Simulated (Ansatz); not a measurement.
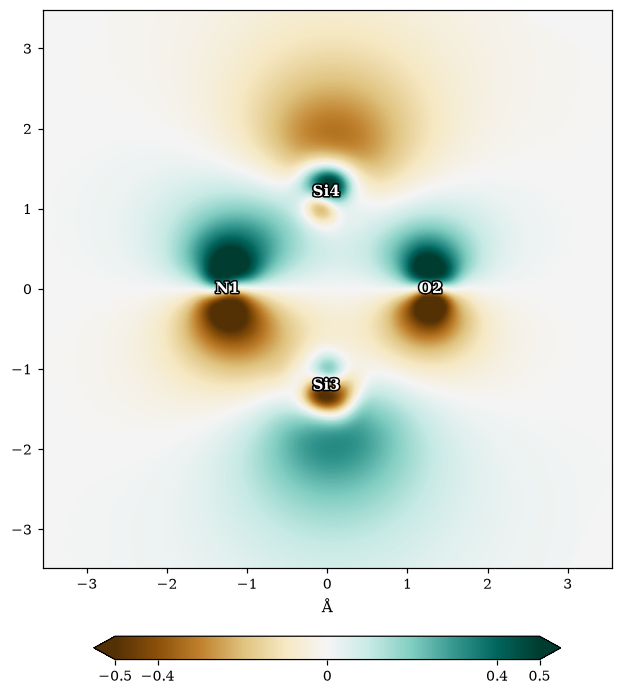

*NOSi2 (SMILES n1[si]2o[si-]1-2) (charge −1). The HOMO on the molecular plane (values in Å⁻³ᐟ²; the overall sign is arbitrary).*

Geometry: r2SCAN-D4/def2-SVPD.

Level of theory: isolated molecule in a Gaussian basis; Kohn-Sham density functional theory, functional PBE0 (Ansatz 0.2.0).

| atom | x (Å) | y (Å) | z (Å) |
| --- | --- | --- | --- |
| N | 0.4086 | -1.2277 | 1.0679 |
| O | 1.5203 | -3.4795 | 1.3851 |
| Si | 0.0276 | -2.8582 | 0.6528 |
| Si | 1.8710 | -1.7878 | 1.7914 |

Describe this orbital and give its energy.

By Hirshfeld shares it lies mainly on Si4 (about 35 %), Si3 (about 35 %), N1 (about 20 %) and O2 (about 10 %); it is symmetric in the molecular plane (an in-plane orbital: σ, lone-pair or in-plane π type). Its energy is −0.79 eV.
